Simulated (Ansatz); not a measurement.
# CH₇GaSSi: a ladder of functionals and wavefunction methods, part 2 of 2

Ansatz 0.2.0, Gaussian basis; functionals in def2-TZVPP, the program's frozen cores in correlated methods. Earlier steps stand in the parts before.

### 18 B2PLYP (double hybrid)

in.yaml reads:

```yaml
crystal:
  periodic: [false, false, false]
  atoms:
    - {symbol: Si, position_ang: [-0.948215, 1.409929, -0.180070]}
    - {symbol: C, position_ang: [-0.395917, -0.310882, 0.268236]}
    - {symbol: S, position_ang: [0.897121, -0.264520, 1.577611]}
    - {symbol: Ga, position_ang: [1.028767, -1.132474, -0.848591]}
    - {symbol: H, position_ang: [-1.835286, 1.316518, -1.369591]}
    - {symbol: H, position_ang: [-1.690100, 2.079599, 0.924385]}
    - {symbol: H, position_ang: [0.242377, 2.236218, -0.513038]}
    - {symbol: H, position_ang: [-1.228938, -0.932793, 0.592334]}
    - {symbol: H, position_ang: [0.814109, -1.547305, 1.973586]}
    - {symbol: H, position_ang: [1.916289, -0.171173, -1.699309]}
    - {symbol: H, position_ang: [1.199793, -2.683117, -0.725573]}
basis:
  gaussian: {orbitals: def2-TZVPP}
hamiltonian: {xc: {name: B2PLYP}}
```

The run is started by

```console
$ ansatz run in.yaml --threads 4 --pin off --events-out ev --progress --plain --max-ram 10444MiB
```

The log of the run, shortened:

```text
Functional definition: B2PLYP
  name "B2PLYP"
  cite "Grimme, J. Chem. Phys. 124, 034108 (2006) doi:10.1063/1.2148954"
  cite "Becke, Phys. Rev. A 38, 3098 (1988) doi:10.1103/PhysRevA.38.3098"
  cite "Lee, Yang & Parr, Phys. Rev. B 37, 785 (1988) doi:10.1103/PhysRevB.37.785"
[...]
1513 factors; integrals over basis functions are off by at most 1.2e-3 eV
[...]
mean field -72218.21627204 eV, -2653.9704967322 hartree, gradient 2.6e-6 eV, S^2 0.000000; 0 other end points of the search recorded, 0 dependent functions left out
20 core orbitals not correlated: weight in the atoms' cores, before any rotation towards them, 1.000 or more for the frozen orbitals, at most 0.000 for the correlated occupied ones
reference -72218.21646405 eV, -2653.9705037887 hartree; 17, 17 occupied and 224, 224 virtual orbitals, 1513 factors
second order -24.31685284 eV of doubles, -0.00000000 eV of singles
Total energy: -72224.78201432 eV, -2654.2117833107 hartree
```

It took 3.9 s on 4 threads of Intel Xeon 6975P-C, shared host; peak memory 0.76 GiB.

Atomisation energy: 32.883 eV (free atoms -72191.899 eV, run apart).

### 19 PBE-QIDH (double hybrid)

in.yaml, as its differences from that of step 18:

```diff
@@ -16,2 +16,2 @@
   gaussian: {orbitals: def2-TZVPP}
-hamiltonian: {xc: {name: B2PLYP}}
+hamiltonian: {xc: {name: PBE-QIDH}}
```

Same command.

The log of the run, shortened:

```text
Functional definition: PBE-QIDH
  name "PBE-QIDH"
  cite "Brémond, Sancho-García, Pérez-Jiménez & Adamo, J. Chem. Phys. 141, 031101 (2014) doi:10.1063/1.4890314"
  cite "Perdew, Burke & Ernzerhof, Phys. Rev. Lett. 77, 3865 (1996) doi:10.1103/PhysRevLett.77.3865"
[...]
1513 factors; integrals over basis functions are off by at most 1.2e-3 eV
[...]
mean field -72205.86076596 eV, -2653.5164402587 hartree, gradient 4.7e-6 eV, S^2 0.000000; 0 other end points of the search recorded, 0 dependent functions left out
20 core orbitals not correlated: weight in the atoms' cores, before any rotation towards them, 1.000 or more for the frozen orbitals, at most 0.000 for the correlated occupied ones
reference -72205.86078072 eV, -2653.5164408011 hartree; 17, 17 occupied and 224, 224 virtual orbitals, 1513 factors
second order -22.44719805 eV of doubles, -0.00000000 eV of singles
Total energy: -72213.34318007 eV, -2653.7914139054 hartree
```

It took 4.1 s on 4 threads of Intel Xeon 6975P-C, shared host; peak memory 0.76 GiB.

Atomisation energy: 33.281 eV (free atoms -72180.062 eV, run apart).

### 20 Frontier levels by functional

Dipoles come from the runs that computed forces. Levels, from each run's orbital file:

```
  functional  HOMO (eV)  LUMO (eV)  gap (eV)  dipole (D)
 LDA (SPW92)      -6.05      -1.73      4.32            
      PBE-D4      -5.91      -1.49      4.42        1.50
   revPBE-D4      -5.85      -1.38      4.47            
     BLYP-D4      -5.75      -1.40      4.35            
   r2SCAN-D4      -6.12      -1.22      4.90        1.52
      B97M-V      -6.23      -1.42      4.81            
     PBE0-D4      -6.98      -0.73      6.26            
    B3LYP-D4      -6.77      -0.96      5.81        1.46
  r2SCANh-D4      -6.52      -0.95      5.57            
  r2SCAN0-D4      -7.13      -0.56      6.56            
    HSE06-D4      -6.59      -1.09      5.50            
    BHLYP-D4      -7.95       0.02      7.96            
CAM-B3LYP-D4      -8.24       0.16      8.39            
     LC-ωPBE      -9.55       1.27     10.82            
     ωB97X-V      -9.22       1.13     10.35            
     ωB97M-V      -9.09       0.90      9.99        1.44
```

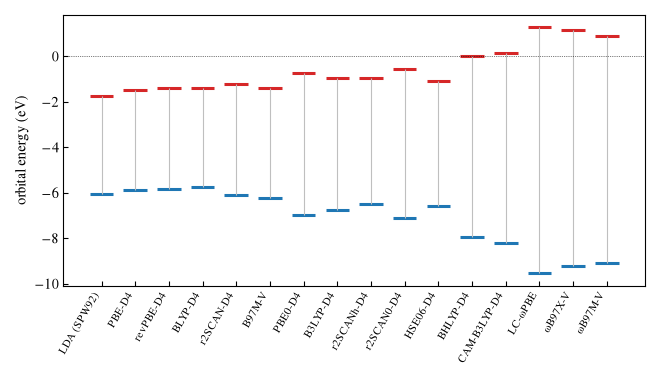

Highest occupied (blue) and lowest empty (red) level by functional.

### 21 CCSD(T) in def2-SVP

in.yaml, as its differences from that of step 19:

```diff
@@ -15,3 +15,3 @@
 basis:
-  gaussian: {orbitals: def2-TZVPP}
-hamiltonian: {xc: {name: PBE-QIDH}}
+  gaussian: {orbitals: def2-SVP}
+correlation: {method: ccsd_t}
```

Launched as before.

The log of the run, shortened:

```text
Functional definition: HF
  name "HF"
  cite "Fock, Z. Phys. 61, 126 (1930) doi:10.1007/BF01340294"
  parent pbe
[...]
1156 factors; integrals over basis functions are off by at most 1.2e-3 eV
[...]
mean field -72141.00740345 eV, -2651.1331231459 hartree, gradient 1.5e-6 eV, S^2 0.000000; 0 other end points of the search recorded, 0 dependent functions left out
20 core orbitals not correlated: weight in the atoms' cores, before any rotation towards them, 1.000 or more for the frozen orbitals, at most 0.000 for the correlated occupied ones
reference -72141.00740345 eV, -2651.1331231459 hartree; 17, 17 occupied and 80, 80 virtual orbitals, 1156 factors
second order -16.35930163 eV of doubles, -0.00000000 eV of singles
cycle   1  -16.90329993 eV  change   -5.4e-1 eV  update   1.1e-1
[...]
cycle   9  -17.64559758 eV  change   -2.1e-5 eV  update   2.4e-5
perturbative correction -0.58097024 eV, -0.0213502624 hartree
Total energy: -72159.23397127 eV, -2651.8029371588 hartree
```

Wall time 3.7 s (4 threads of Intel Xeon 6975P-C, shared host); peak memory 0.57 GiB.

### 22 CCSD(T) in def2-TZVPP

in.yaml, as its differences from that of step 21:

```diff
@@ -15,3 +15,4 @@
 basis:
-  gaussian: {orbitals: def2-SVP}
+  gaussian: {orbitals: def2-TZVPP}
 correlation: {method: ccsd_t}
+output: {orbitals: {seedname: orbitals}}
```

The command is unchanged.

The log of the run, shortened:

```text
Functional definition: HF
  name "HF"
  cite "Fock, Z. Phys. 61, 126 (1930) doi:10.1007/BF01340294"
  parent pbe
[...]
1513 factors; integrals over basis functions are off by at most 1.2e-3 eV
[...]
mean field -72155.56288875 eV, -2651.6680273643 hartree, gradient 5.1e-6 eV, S^2 0.000000; 0 other end points of the search recorded, 0 dependent functions left out
20 core orbitals not correlated: weight in the atoms' cores, before any rotation towards them, 1.000 or more for the frozen orbitals, at most 0.000 for the correlated occupied ones
reference -72155.56288875 eV, -2651.6680273643 hartree; 17, 17 occupied and 224, 224 virtual orbitals, 1513 factors
second order -19.67627996 eV of doubles, -0.00000000 eV of singles
cycle   1  -20.17861785 eV  change   -5.0e-1 eV  update   1.2e-1
[...]
cycle   9  -20.99980222 eV  change   -3.2e-5 eV  update   3.4e-5
perturbative correction -0.90824644 eV, -0.0333774411 hartree
Total energy: -72177.47093741 eV, -2652.4731333030 hartree
```

It took 45 s on 4 threads of Intel Xeon 6975P-C, shared host; peak memory 6.1 GiB.

### 23 MP2 in def2-QZVPP

in.yaml, as its differences from that of step 22:

```diff
@@ -15,4 +15,3 @@
 basis:
-  gaussian: {orbitals: def2-TZVPP}
-correlation: {method: ccsd_t}
-output: {orbitals: {seedname: orbitals}}
+  gaussian: {orbitals: "def2-QZVPP.json"}
+correlation: {method: mp2}
```

Launched as before.

The log of the run, shortened:

```text
Functional definition: HF
  name "HF"
  cite "Fock, Z. Phys. 61, 126 (1930) doi:10.1007/BF01340294"
  parent pbe
[...]
2973 factors; integrals over basis functions are off by at most 8.7e-4 eV
[...]
mean field -72157.26711291 eV, -2651.7306564473 hartree, gradient 2.3e-6 eV, S^2 0.000000; 0 other end points of the search recorded, 0 dependent functions left out
20 core orbitals not correlated: weight in the atoms' cores, before any rotation towards them, 1.000 or more for the frozen orbitals, at most 0.000 for the correlated occupied ones
reference -72157.26711291 eV, -2651.7306564473 hartree; 17, 17 occupied and 459, 459 virtual orbitals, 2973 factors
second order -27.40843298 eV of doubles, -0.00000000 eV of singles
Total energy: -72184.67554589 eV, -2652.7378977812 hartree
```

Wall time 17 s (4 threads of Intel Xeon 6975P-C, shared host); peak memory 3.4 GiB.

Energy pieces by basis (eV):

```
     basis           HF  MP2 correlation  CCSD correlation      (T)              total
  def2-SVP  -72141.0074         -16.3593          -17.6456  -0.5810        -72159.2340
def2-TZVPP  -72155.5629         -19.6763          -20.9998  -0.9082        -72177.4709
def2-QZVPP  -72157.2671         -27.4084                             -72184.6755 (MP2)
```

The report of the def2-TZVPP run gives T1 = 0.0133.

### 24 Extrapolating to the complete basis

No new run: Hartree-Fock is extrapolated as exp(−7.88√X) and correlation as X^−2.97, with X = 3 and 4; only MP2 was run in the larger set, so CCSD(T) minus MP2 is added from the smaller one.

```
  level  energy at the limit (eV)
     HF               -72157.5019
    MP2               -72190.6378
   CCSD               -72191.9613
CCSD(T)               -72192.8696
```

This is no true limit for total energies: MP2 correlation changes by a factor of 1.39 from triple to quadruple zeta (about 1.07 in light molecules), because outer-core shells are correlated in sets not made for them. Much of that cancels between molecule and atoms or ions.

### 25 RPA on PBE orbitals

in.yaml, as its differences from that of step 23:

```diff
@@ -15,3 +15,4 @@
 basis:
-  gaussian: {orbitals: "def2-QZVPP.json"}
-correlation: {method: mp2}
+  gaussian: {orbitals: def2-TZVPP}
+hamiltonian: {xc: pbe}
+correlation: {method: rpa}
```

Same command.

The log of the run, shortened:

```text
Functional definition: PBE
  name "PBE"
  cite "Perdew, Burke & Ernzerhof, Phys. Rev. Lett. 77, 3865 (1996) doi:10.1103/PhysRevLett.77.3865"
  parent pbe
[...]
1513 factors; integrals over basis functions are off by at most 1.2e-3 eV
[...]
mean field -72224.15474851 eV, -2654.1887317175 hartree, gradient 6.0e-6 eV, S^2 0.000000; 0 other end points of the search recorded, 0 dependent functions left out
20 core orbitals not correlated: weight in the atoms' cores, before any rotation towards them, 1.000 or more for the frozen orbitals, at most 0.000 for the correlated occupied ones
reference -72153.55175450 eV, -2651.5941195441 hartree; 17, 17 occupied and 224, 224 virtual orbitals, 1513 factors
Total energy: -72187.47506393 eV, -2652.8407781713 hartree
```

It took 3.5 s on 4 threads of Intel Xeon 6975P-C, shared host; peak memory 0.66 GiB.

RPA correlation: -33.923 eV. No RPA run of the hydrogen atom was made, so RPA has no atomisation energy below.

### 26 The ladder

Free atoms (1 Si, 1 C, 1 S, 1 Ga, 7 H) were run apart at each level; the atomisation energy is their sum less the molecule, without zero-point or spin-orbit terms.

Differences are taken before rounding.

```
            method             rung  atoms, summed (eV)  atomisation energy (eV)  from CCSD(T)/CBS (eV)   time
       LDA (SPW92)              LDA          -72042.319                   37.792                 +4.148    1 s
            PBE-D4              GGA          -72190.983                   33.484                 -0.160  1.6 s
         revPBE-D4              GGA          -72202.748                   32.898                 -0.746  1.4 s
           BLYP-D4              GGA          -72211.130                   32.918                 -0.726  1.4 s
         r2SCAN-D4         meta-GGA          -72206.693                   33.628                 -0.016    3 s
            B97M-V         meta-GGA          -72194.243                   33.806                 +0.162    5 s
           PBE0-D4           hybrid          -72194.202                   33.291                 -0.352  2.4 s
          B3LYP-D4           hybrid          -72212.493                   33.271                 -0.372  3.6 s
        r2SCANh-D4           hybrid          -72206.403                   33.497                 -0.147  3.5 s
        r2SCAN0-D4           hybrid          -72205.995                   33.319                 -0.325  3.6 s
          HSE06-D4           hybrid          -72193.694                   33.303                 -0.340  2.7 s
          BHLYP-D4           hybrid          -72208.721                   32.790                 -0.854  2.5 s
      CAM-B3LYP-D4  range-separated          -72212.421                   33.419                 -0.225  2.9 s
           LC-ωPBE  range-separated          -72196.581                   33.134                 -0.510    2 s
           ωB97X-V  range-separated          -72200.997                   33.747                 +0.103  4.8 s
           ωB97M-V  range-separated          -72204.131                   33.559                 -0.085  7.5 s
            B2PLYP    double hybrid          -72191.899                   32.883                 -0.761  3.9 s
          PBE-QIDH    double hybrid          -72180.062                   33.281                 -0.363  4.1 s
     HF/def2-TZVPP     wavefunction          -72131.058                   24.505                 -9.139       
    MP2/def2-TZVPP     wavefunction          -72142.371                   32.869                 -0.775       
   CCSD/def2-TZVPP     wavefunction          -72144.170                   32.393                 -1.251       
  CCSD(T)/def2-SVP     wavefunction          -72127.805                   31.429                 -2.215  3.7 s
CCSD(T)/def2-TZVPP     wavefunction          -72144.623                   32.848                 -0.796   45 s
           MP2/CBS     wavefunction          -72156.973                   33.665                 +0.021       
       CCSD(T)/CBS     wavefunction          -72159.226                   33.644                      0   62 s
```

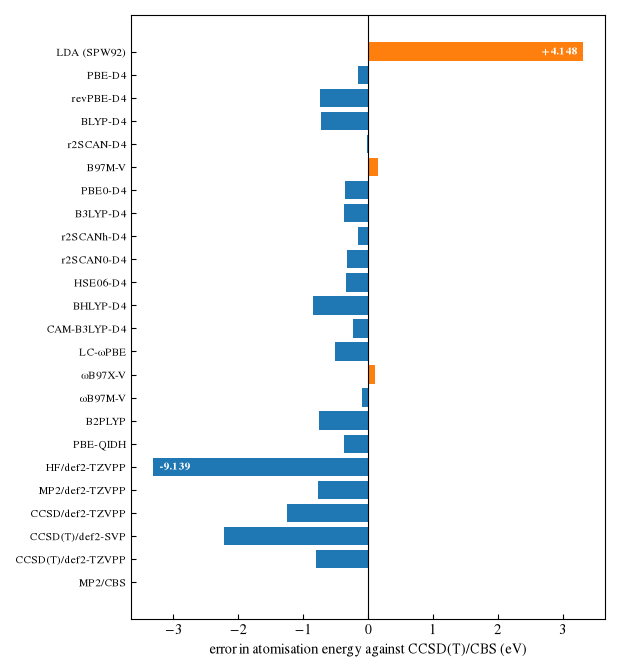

Error of each method against CCSD(T)/CBS. Bars with a number in them are cut short.

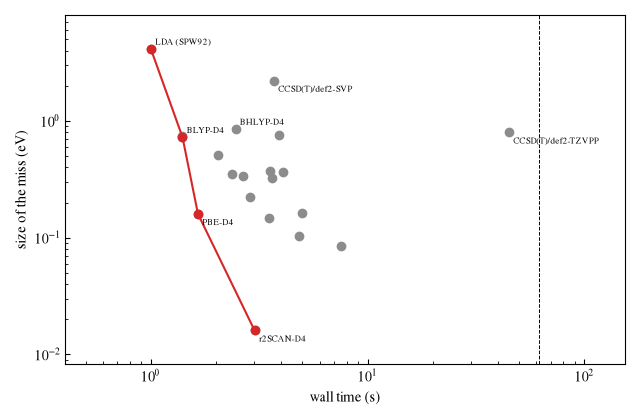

Miss against cost. Red marks the levels that no quicker level drawn beats (of those quicker than the yardstick), and the dashed line is the time of CCSD(T)/CBS. Only those levels and the largest misses are named. Times are from a shared host.

LDA (SPW92), LC-ωPBE, B2PLYP, PBE-QIDH carry no dispersion term (for B3LYP, D4 adds 0.510 eV).

Times are those of the molecule's run; HF, MP2 and CCSD come out of the CCSD(T) runs, and the limit's time is the sum of the runs that it needs.

### 27 Results

What follows sums up all 2 parts.

```
                               quantity                                                                              value
        atomisation energy, CCSD(T)/CBS                                                                          33.644 eV
    functionals within 0.336 eV (1.0 %)  PBE-D4, r2SCAN-D4, B97M-V, r2SCANh-D4, r2SCAN0-D4, CAM-B3LYP-D4, ωB97X-V, ωB97M-V
                    farthest beyond LDA                                                               BHLYP-D4 (-0.854 eV)
                mean size of error, GGA                                                                           0.544 eV
           mean size of error, meta-GGA                                                                           0.089 eV
             mean size of error, hybrid                                                                           0.399 eV
    mean size of error, range-separated                                                                           0.231 eV
      mean size of error, double hybrid                                                                           0.562 eV
              gap, smallest and largest                                          4.32 eV (LDA (SPW92)), 10.82 eV (LC-ωPBE)
                          T1 diagnostic                                                                             0.0133
triples share of the correlation energy                                                                              4.1 %
```

The LDA atomisation energy is off by 4.148 eV (12 %): it overbinds. PBE-D4 misses by -0.160 eV. Double hybrids carry the basis error of their MP2 part in triple zeta, and no dispersion term here, so their miss is partly the set-up's. The rungs meta-GGA, range-separated miss on average by less than the doubt on the reference (0.336 eV), so they tie. Misses under about 0.336 eV are within the doubt on the reference itself, which lacks core-valence correlation, relativity and higher excitations, and its outer-core shells are covered unevenly. Hartree-Fock recovers 73 % of the binding; the rest is correlation. CCSD(T) in def2-SVP is off by -2.215 eV, which most functionals beat. The gap grows from 4.3 to 10.8 eV across the functionals, mostly with the share of exact exchange. Correlated methods include outer-core shells of Ga, which these sets cover unevenly.

r2SCAN-D4 reaches 0.016 eV from the reference in 3 s, where CCSD(T)/CBS took 62 s; the quickest level in the cost chart, LDA (SPW92), takes 1 s and misses by 4.148 eV.
